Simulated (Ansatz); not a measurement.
C$_{24}$H$_{18}$O$_{8}$S$_{4}$, 54 atoms.

Geometry: PBE-D4/def2-SVP; not at a stationary point (largest force 0.7 eV/Å).

All numbers below come from Ansatz 0.2.0, RKS PBE0-D4/def2-SVP.

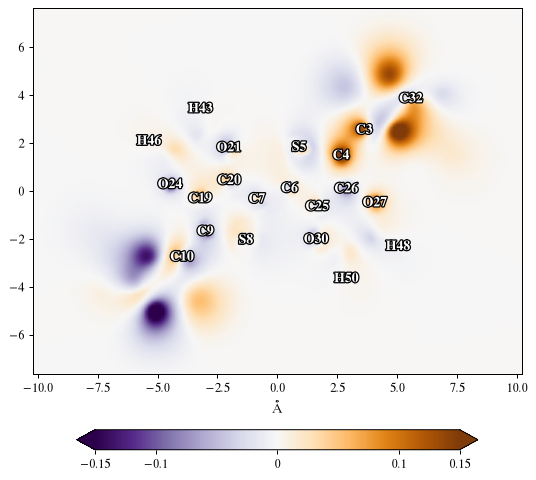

C$_{24}$H$_{18}$O$_{8}$S$_{4}$ (SMILES c1sc(-c2sc(-c3sc(-c4scc5c4OCCO5)c4c3OCCO4)c3c2OCCO3)c2c1OCCO2). The LUMO on the plane of atoms C7, C20 and O21 (values in Å⁻³ᐟ²; the overall sign is arbitrary).

Question: Where does this orbital lie, and at what energy?

Answer: No atom holds more than about 10 % of it (Hirshfeld); by element the shares are C 70 %, S 20 % and O 5 %. Its energy is −1.41 eV.
